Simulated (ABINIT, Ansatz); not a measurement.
## How the form of the self-energy moves the gap of CO2 (P4_2/mnm)

How much does the gap of CO2 (P4_2/mnm) depend on the approximation to the self-energy?

Program: ABINIT 10.8.3. Level of theory: LDA and many-body steps on it, plane waves. Results are calculated unless marked as measured.

## (1) The starting structure

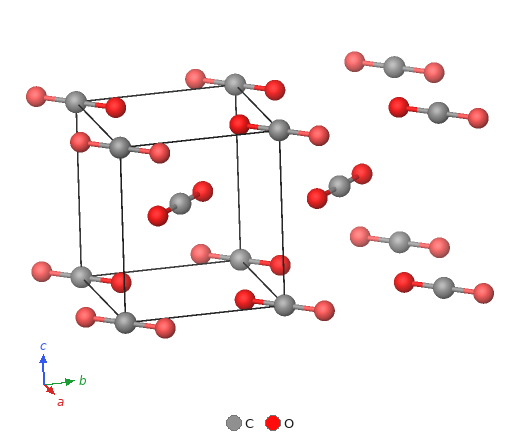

Start, viewed slightly off an axis; carbon grey, oxygen red. 1×2×1 cells are drawn. Some periodic images of atoms are drawn too.

The cell and positions are those that the Materials Project relaxed with its own functionals (PBE, PBE+U or r2SCAN), kept fixed.

## (2) Empty states on the mesh, 2×2×2 mesh, 166 bands

This step: ABINIT 10.8.3; DFT, LDA, plane waves, norm-conserving pseudopotentials.

The sums over transitions need many empty states on a uniform mesh; this step solves for them.

Input file run.abi:

```
acell 3*1.0 Angstrom
rprim 
  4.227212790000 0.000000000000 0.000000000000
  0.000000000000 4.227212790000 0.000000000000
  0.000000000000 0.000000000000 4.687771590000
ntypat 2
znucl 6 8
natom 6
typat 1 1 2 2 2 2
xred 
  0.500000000000 0.500000000000 0.500000000000
  0.000000000000 0.000000000000 0.000000000000
  0.304826860000 0.695173140000 0.500000000000
  0.695173140000 0.304826860000 0.500000000000
  0.195173140000 0.195173140000 0.000000000000
  0.804826860000 0.804826860000 0.000000000000
pp_dirpath "pseudos"
pseudos "C.upf, O.upf"
ecut 37
ngkpt 2 2 2
nshiftk 1
shiftk 0 0 0
kptopt 1
chksymbreak 0
iscf -2
irdden 1
istwfk *1
nband 166
nbdbuf 14
tolwfr 1e-09
nstep 60
prtvol 0
indata_prefix "in"
outdata_prefix "out"
tmpdata_prefix "tmp"
```

The run is started by

```console
> OMP_NUM_THREADS=1 mpirun -n 4 abinit run.abi > log
```

Numbers of over 12 decimals in the logs are rounded to 6 here.

Log:

```text
.Version 10.8.3 of ABINIT. v10.8.2 released Aug 2026.

 Symmetries : space group P4_2/m n m (#136); Bravais tP (primitive tetrag.)
[... echo of the input left out ...]
== DATASET  1 ==================================================================
-   mpi_nproc: 4, omp_nthreads: 1 (-1 if OMP is not activated)

--- !DatasetInfo
iteration_state: {dtset: 1, }
dimensions: {natom: 6, nkpt: 6, mband: 166, nsppol: 1, nspinor: 1, nspden: 1, mpw: 6088, }
cutoff_energies: {ecut:  37.0, pawecutdg:  -1.0, }
[...]
2.62740    2.64346    2.65171    2.66574    2.66796    2.67507    2.68829    2.68829
   2.69934    2.81110    2.81110    2.86666    2.87318    2.87325    2.89562    2.89618
   2.89687    2.91556    2.91650    2.91724    2.92102    2.93347
 prteigrs : prtvol=0 or 1, do not print more k-points.

== END DATASET(S) ==============================================================
================================================================================

 -outvars: echo values of variables after computation  --------
            nband         166
             nkpt           6
          spgroup         136
 [... the other variables as echoed above ...]

 Calculation completed.
```

Elapsed: 62 s, on 4 MPI ranks of Arm Neoverse V2, shared host; peak memory 0.39 GiB; 4.1 min of CPU time.

Numbers from this step:

| Property | Result |
| --- | --- |
| gap | 6.325 eV |
| k of the valence top | 0.5, 0.5, 0.5 |
| k of the conduction bottom | 0, 0, 0 |
| least direct gap | 6.811 eV |
| k points computed | 6 |
| lowest point of the top converged band, above the valence top | 76.5949 eV |

On this mesh the gap is 6.325 eV.

The density comes from a self-consistent run that is not shown.

## (3) Screening, 2×2×2 mesh, 71 bands, screening to 114.3 eV

The RPA dielectric matrix is built and inverted for each q.

This step: RPA screening on LDA, plane waves, norm-conserving pseudopotentials.

run.abi, as its differences from that of step 2:

```diff
@@ -24,10 +24,11 @@
 chksymbreak 0
-iscf -2
-irdden 1
 istwfk *1
-nband 166
-nbdbuf 14
-tolwfr 1e-09
-nstep 60
-prtvol 0
+occopt 1
+irdwfk 1
+optdriver 3
+nband 71
+ecuteps 4.2
+inclvkb 2
+awtr 1
+symchi 1
 indata_prefix "in"
```

Log:

```text
.Version 10.8.3 of ABINIT. v10.8.2 released Aug 2026.

 Symmetries : space group P4_2/m n m (#136); Bravais tP (primitive tetrag.)
[... echo of the input left out ...]
== DATASET  1 ==================================================================
-   mpi_nproc: 4, omp_nthreads: 1 (-1 if OMP is not activated)

--- !DatasetInfo
iteration_state: {dtset: 1, }
dimensions: {natom: 6, nkpt: 6, mband: 71, nsppol: 1, nspinor: 1, nspden: 1, mpw: 6088, }
cutoff_energies: {ecut:  37.0, pawecutdg:  -1.0, }
electrons: {nelect:   3.20000000E+01, charge:   0.00000000E+00, occopt:   1.00000000E+00, tsmear:   1.00000000E-02, }

 SCREENING: Calculation of the susceptibility and dielectric matrices

 Based on a program developped by R.W. Godby, V. Olevano, G. Onida, and L. Reining.
 Incorporated in ABINIT by V. Olevano, G.-M. Rignanese, and M. Torrent.
.Using double precision arithmetic ; gwpc =  8

[... cell and pseudopotentials left out ...]
--------------------------------------------------------------------------------

 ==== K-mesh for the wavefunctions ====
 Number of points in the irreducible wedge :     6
[... list of points left out ...]
 Together with 16 symmetry operations and time-reversal symmetry
 yields     8 points in the full Brillouin Zone.

 ==== Q-mesh for the screening function ====
 Number of points in the irreducible wedge :     6
[... list of points left out ...]
 Together with 16 symmetry operations and time-reversal symmetry
 yields     8 points in the full Brillouin Zone.

 setmesh: FFT mesh size selected  =    30x   30x   36
          total number of points  =        32400

 vcoul_init : cutoff-mode = AUXILIARY_FUNCTION
 q-points for optical limit:   1
     1)      0.000010    0.000020    0.000030

- screening: taking advantage of time-reversal symmetry
- Maximum band index for partially occupied states nbvw = 16
- Remaining bands to be divided among processors   nbcw = 55
- Number of bands treated by each node ~13

 Number of electrons calculated from density =   32.0000; Expected =   32.0000
 average of density, n =  0.056608
 r_s =    1.6156
 omega_plasma =   22.9506 [eV]

 calculating chi0 at frequencies [eV] :
  1    0.000000E+00    0.000000E+00
  2    0.000000E+00    2.295065E+01

--------------------------------------------------------------------------------
  q-point number  1        q = ( 0.000000, 0.000000, 0.000000) [r.l.u.]
--------------------------------------------------------------------------------
[... chi0 elements left out ...]
 For q-point:  0.000010 0.000020 0.000030
  dielectric constant =   1.8751
  dielectric constant without local fields =   2.2716

  Average fulfillment of the sum rule on Im[epsilon] for q-point    1 :     43.59  [%]
[... wings left out ...]
  q-point number  2        q = ( 0.500000, 0.000000, 0.000000) [r.l.u.]
--------------------------------------------------------------------------------
[... chi0 elements left out ...]
  Average fulfillment of the sum rule on Im[epsilon] for q-point    2 :     53.06  [%]

 [... 4 further q-points ...]
```

The job ended after 9.6 s (4 MPI ranks; peak memory 0.86 GiB; 38 s of CPU time).

Numbers from this step:

* ε∞ with local fields, on this mesh, along the program's q direction: 1.875
* the same without local fields: 2.272
* plasma frequency: 22.95 eV
* plane waves in the screening matrix: 237

Local fields lower ε∞ by 17 %. On a Γ-centred mesh this coarse the value itself is usually too large, while a short band sum pulls it down.

## (4) G0W0, Godby-Needs plasmon pole

The self-energy is evaluated for the states that the input lists, and the levels follow from it, in one-shot runs by the linearised quasiparticle equation.

This step: G0W0 on LDA, plane waves, norm-conserving pseudopotentials.

run.abi, as its differences from that of step 3:

```diff
@@ -27,8 +27,17 @@
 irdwfk 1
-optdriver 3
+optdriver 4
 nband 71
+gwcalctyp 0
+ecutsigx 37
+symsigma 1
+nkptgw 2
+kptgw 
+  0.5000000000 0.5000000000 0.5000000000
+  0.0000000000 0.0000000000 0.0000000000
+bdgw 
+  15 18
+  15 18
 ecuteps 4.2
-inclvkb 2
-awtr 1
-symchi 1
+irdscr 1
+ppmodel 1
 indata_prefix "in"
```

Log:

```text
.Version 10.8.3 of ABINIT. v10.8.2 released Aug 2026.

 Symmetries : space group P4_2/m n m (#136); Bravais tP (primitive tetrag.)
[... echo of the input left out ...]
== DATASET  1 ==================================================================
-   mpi_nproc: 4, omp_nthreads: 1 (-1 if OMP is not activated)

--- !DatasetInfo
iteration_state: {dtset: 1, }
dimensions: {natom: 6, nkpt: 6, mband: 71, nsppol: 1, nspinor: 1, nspden: 1, mpw: 6088, }
cutoff_energies: {ecut:  37.0, pawecutdg:  -1.0, }
electrons: {nelect:   3.20000000E+01, charge:   0.00000000E+00, occopt:   1.00000000E+00, tsmear:   1.00000000E-02, }

 SIGMA: Calculation of the GW corrections

 Based on a program developped by R.W. Godby, V. Olevano, G. Onida, and L. Reining.
 Incorporated in ABINIT by V. Olevano, G.-M. Rignanese, and M. Torrent.
.Using double precision arithmetic ; gwpc =  8

[... cell and pseudopotentials left out ...]
--------------------------------------------------------------------------------

 ==== K-mesh for the wavefunctions ====
 Number of points in the irreducible wedge :     6
[... list of points left out ...]
 Together with 16 symmetry operations and time-reversal symmetry
 yields     8 points in the full Brillouin Zone.

 ==== Q-mesh for screening function ====
 Number of points in the irreducible wedge :     6
[... list of points left out ...]
 Together with 16 symmetry operations and time-reversal symmetry
 yields     8 points in the full Brillouin Zone.

 vcoul_init : cutoff-mode = AUXILIARY_FUNCTION
 q-points for optical limit:   1
     1)      0.000010    0.000020    0.000030
 setmesh: FFT mesh size selected  =    48x   48x   54
          total number of points  =       124416

 Number of electrons calculated from density =   32.0000; Expected =   32.0000
 average of density, n =  0.056608
 r_s =    1.6156
 omega_plasma =   22.9506 [eV]

 === KS Band Gaps ===
  >>>> For spin  1
   Minimum direct gap =   6.8109 [eV], located at k-point      :   0.0000  0.0000  0.0000
   Fundamental gap    =   6.3247 [eV], Top of valence bands at :   0.5000  0.5000  0.5000
                                       Bottom of conduction at :   0.0000  0.0000  0.0000
 SIGMA fundamental parameters:
 PLASMON POLE MODEL  1
 number of plane-waves for SigmaX                 6085
 number of plane-waves for SigmaC and W            237
 number of plane-waves for wavefunctions          6085
 number of bands                                    71
 number of independent spin polarizations            1
 number of spinorial components                      1
 number of k-points in IBZ                           6
 number of q-points in IBZ                           6
 number of symmetry operations                      16
 number of k-points in BZ                            8
 number of q-points in BZ                            8
 number of frequencies for dSigma/dE                 9
 frequency step for dSigma/dE [eV]                0.25
 number of omega for Sigma on real axis              0
 max omega for Sigma on real axis  [eV]           0.00
 zcut for avoiding poles [eV]                     0.10

 EPSILON^-1 parameters (SCR file):
 dimension of the eps^-1 matrix on file            237
 dimension of the eps^-1 matrix used               237
 number of plane-waves for wavefunctions          6085
 number of bands                                    71
 number of q-points in IBZ                           6
 number of frequencies                               2
 number of real frequencies                          1
 number of imag frequencies                          1

 matrix elements of self-energy operator (all in [eV])

 Perturbative Calculation

--- !SelfEnergy_ee
iteration_state: {dtset: 1, }
kpoint     : [   0.500,    0.500,    0.500, ]
spin       : 1
KS_gap     :    7.549
QP_gap     :   12.671
Delta_QP_KS:    5.122
data: !SigmaeeData |
     Band     E0 <VxcDFT>   SigX SigC(E0)      Z dSigC/dE  Sig(E)    E-E0       E
       15  -3.443 -19.940 -25.029   3.209   0.827  -0.209 -21.495  -1.555  -4.998
       16  -3.443 -19.940 -25.029   3.209   0.827  -0.209 -21.495  -1.555  -4.998
       17   4.107 -15.387  -9.238  -1.989   0.857  -0.166 -11.820   3.567   7.674
       18   4.107 -15.387  -9.238  -1.989   0.857  -0.166 -11.820   3.567   7.674

--- !SelfEnergy_ee
iteration_state: {dtset: 1, }
kpoint     : [   0.000,    0.000,    0.000, ]
spin       : 1
KS_gap     :    6.811
QP_gap     :   10.692
Delta_QP_KS:    3.881
data: !SigmaeeData |
     Band     E0 <VxcDFT>   SigX SigC(E0)      Z dSigC/dE  Sig(E)    E-E0       E
       15  -3.929 -19.297 -24.471   3.216   0.829  -0.207 -20.920  -1.622  -5.551
       16  -3.929 -19.297 -24.471   3.216   0.829  -0.207 -20.920  -1.622  -5.551
       17   2.882 -10.698  -5.594  -2.556   0.887  -0.128  -8.439   2.259   5.140
       18   3.900 -16.175 -10.078  -1.743   0.853  -0.173 -12.463   3.712   7.612

== END DATASET(S) ==============================================================
================================================================================

 -outvars: echo values of variables after computation  --------
           etotal      0.0000000000E+00
            nband          71
             nkpt           6
          spgroup         136
 [... the other variables as echoed above ...]

 Calculation completed.
```

Elapsed: 4.1 s, on 4 MPI ranks; peak memory 0.65 GiB.

Numbers from this step:

- G0W0 gap on the points computed: 10.14 eV
- starting gap on the mesh: 6.325 eV
- k of the valence top: 0.5, 0.5, 0.5
- k of the conduction bottom: 0, 0, 0
- Z at the valence top: 0.827
- Z at the conduction bottom: 0.887
- least direct G0W0 gap on the computed points: 10.69 eV

The gap on the mesh goes from 6.32 eV to 10.14 eV, a correction of +3.81 eV.

## (5) G0W0, Engel-Farid plasmon pole

run.abi, as its differences from that of step 4:

```diff
@@ -41,3 +41,3 @@
 irdscr 1
-ppmodel 1
+ppmodel 4
 indata_prefix "in"
```

Log:

```text
.Version 10.8.3 of ABINIT. v10.8.2 released Aug 2026.

 Symmetries : space group P4_2/m n m (#136); Bravais tP (primitive tetrag.)
[... echo of the input left out ...]
== DATASET  1 ==================================================================
-   mpi_nproc: 4, omp_nthreads: 1 (-1 if OMP is not activated)

--- !DatasetInfo
iteration_state: {dtset: 1, }
dimensions: {natom: 6, nkpt: 6, mband: 71, nsppol: 1, nspinor: 1, nspden: 1, mpw: 6088, }
cutoff_energies: {ecut:  37.0, pawecutdg:  -1.0, }
electrons: {nelect:   3.20000000E+01, charge:   0.00000000E+00, occopt:   1.00000000E+00, tsmear:   1.00000000E-02, }

 SIGMA: Calculation of the GW corrections

 Based on a program developped by R.W. Godby, V. Olevano, G. Onida, and L. Reining.
 Incorporated in ABINIT by V. Olevano, G.-M. Rignanese, and M. Torrent.
.Using double precision arithmetic ; gwpc =  8

[... cell and pseudopotentials left out ...]
--------------------------------------------------------------------------------

 ==== K-mesh for the wavefunctions ====
 Number of points in the irreducible wedge :     6
[... list of points left out ...]
 Together with 16 symmetry operations and time-reversal symmetry
 yields     8 points in the full Brillouin Zone.

 ==== Q-mesh for screening function ====
 Number of points in the irreducible wedge :     6
[... list of points left out ...]
 Together with 16 symmetry operations and time-reversal symmetry
 yields     8 points in the full Brillouin Zone.

 vcoul_init : cutoff-mode = AUXILIARY_FUNCTION
 q-points for optical limit:   1
     1)      0.000010    0.000020    0.000030
 setmesh: FFT mesh size selected  =    48x   48x   54
          total number of points  =       124416

 Number of electrons calculated from density =   32.0000; Expected =   32.0000
[...]
number of omega for Sigma on real axis              0
 max omega for Sigma on real axis  [eV]           0.00
 zcut for avoiding poles [eV]                     0.10

 EPSILON^-1 parameters (SCR file):
 dimension of the eps^-1 matrix on file            237
 dimension of the eps^-1 matrix used               237
 number of plane-waves for wavefunctions          6085
 number of bands                                    71
 number of q-points in IBZ                           6
 number of frequencies                               2
 number of real frequencies                          1
 number of imag frequencies                          1

 matrix elements of self-energy operator (all in [eV])

 Perturbative Calculation

--- !SelfEnergy_ee
iteration_state: {dtset: 1, }
kpoint     : [   0.500,    0.500,    0.500, ]
spin       : 1
KS_gap     :    7.549
QP_gap     :   12.799
Delta_QP_KS:    5.250
data: !SigmaeeData |
     Band     E0 <VxcDFT>   SigX SigC(E0)      Z dSigC/dE  Sig(E)    E-E0       E
       15  -3.443 -19.940 -25.029   3.193   0.844  -0.185 -21.540  -1.600  -5.042
       16  -3.443 -19.940 -25.029   3.193   0.844  -0.185 -21.540  -1.599  -5.042
       17   4.107 -15.387  -9.238  -1.964   0.872  -0.147 -11.737   3.650   7.757
[...]
--- !SelfEnergy_ee
iteration_state: {dtset: 1, }
kpoint     : [   0.000,    0.000,    0.000, ]
spin       : 1
KS_gap     :    6.811
QP_gap     :   10.733
Delta_QP_KS:    3.922
data: !SigmaeeData |
     Band     E0 <VxcDFT>   SigX SigC(E0)      Z dSigC/dE  Sig(E)    E-E0       E
[...]
17   2.882 -10.698  -5.594  -2.617   0.900  -0.111  -8.460   2.238   5.120
       18   3.900 -16.175 -10.078  -1.705   0.868  -0.153 -12.365   3.809   7.710

== END DATASET(S) ==============================================================
================================================================================

 -outvars: echo values of variables after computation  --------
           etotal      0.0000000000E+00
            nband          71
             nkpt           6
          spgroup         136
 [... the other variables as echoed above ...]

 Calculation completed.
```

Run time: 3.2 s. Hardware: 4 MPI ranks; peak memory 0.63 GiB.

This step gave:

```
G0W0 gap on the points computed              : 10.16 eV
starting gap on the mesh                     : 6.325 eV
k of the valence top                         : 0.5, 0.5, 0.5
k of the conduction bottom                   : 0, 0, 0
Z at the valence top                         : 0.844
Z at the conduction bottom                   : 0.9
least direct G0W0 gap on the computed points : 10.73 eV
```

Against G0W0 in ABINIT (2×2×2 mesh, 71 bands, screening to 114.3 eV, Godby-Needs plasmon pole), the gap moves by +0.024 eV.

## (6) G0W0, Hybertsen-Louie plasmon pole

run.abi, as its differences from that of step 5:

```diff
@@ -41,3 +41,3 @@
 irdscr 1
-ppmodel 4
+ppmodel 2
 indata_prefix "in"
```

Log:

```text
.Version 10.8.3 of ABINIT. v10.8.2 released Aug 2026.

 Symmetries : space group P4_2/m n m (#136); Bravais tP (primitive tetrag.)
[... echo of the input left out ...]
== DATASET  1 ==================================================================
-   mpi_nproc: 4, omp_nthreads: 1 (-1 if OMP is not activated)

--- !DatasetInfo
iteration_state: {dtset: 1, }
dimensions: {natom: 6, nkpt: 6, mband: 71, nsppol: 1, nspinor: 1, nspden: 1, mpw: 6088, }
cutoff_energies: {ecut:  37.0, pawecutdg:  -1.0, }
[...]
Band     E0 <VxcDFT>   SigX SigC(E0)      Z dSigC/dE  Sig(E)    E-E0       E
[...]
17   2.882 -10.698  -5.594  -2.763   0.917  -0.090  -8.551   2.146   5.028
       18   3.900 -16.175 -10.078  -1.998   0.899  -0.112 -12.490   3.685   7.585

== END DATASET(S) ==============================================================
================================================================================

 -outvars: echo values of variables after computation  --------
           etotal      0.0000000000E+00
            nband          71
             nkpt           6
          spgroup         136
 [... the other variables as echoed above ...]

 Calculation completed.
```

Wall time 4.1 s (4 MPI ranks); peak memory 0.64 GiB; 16 s of CPU time.

Numbers from this step:

| Property | Result |
| --- | --- |
| G0W0 gap on the points computed | 10.26 eV |
| starting gap on the mesh | 6.325 eV |
| k of the valence top | 0.5, 0.5, 0.5 |
| k of the conduction bottom | 0, 0, 0 |
| least direct G0W0 gap on the computed points | 10.89 eV |

Against G0W0 in ABINIT (2×2×2 mesh, 71 bands, screening to 114.3 eV, Godby-Needs plasmon pole), the gap moves by +0.125 eV.

[end of part 1 of 2]

[Paths, hosts, dates, memory and timing lines, banners, echoed tables and standing remarks are left out of the program output.]

[Logs are printed without paths, hosts, clocks, repeated set-up lines and the standing remarks that a program may print on its own settings, such as how far it seeks lower states.]

[Runs of the session that timed out or met a known fault of the program may be left out.]

[Hosts, paths, dates, database ids (printed as entryN), source tags and the programs' standing remarks are cut or masked in the printed files.]

[G0W0 gaps are taken among the corrected bands and points alone; a level outside them can change the order at an edge.]

[Where Ansatz stands beside ABINIT at settings called matched, ABINIT's density can come from a denser mesh and the files from another edition; pairs whose starting gaps differed by over 0.03 eV were left out, so agreement reads better than it is.]
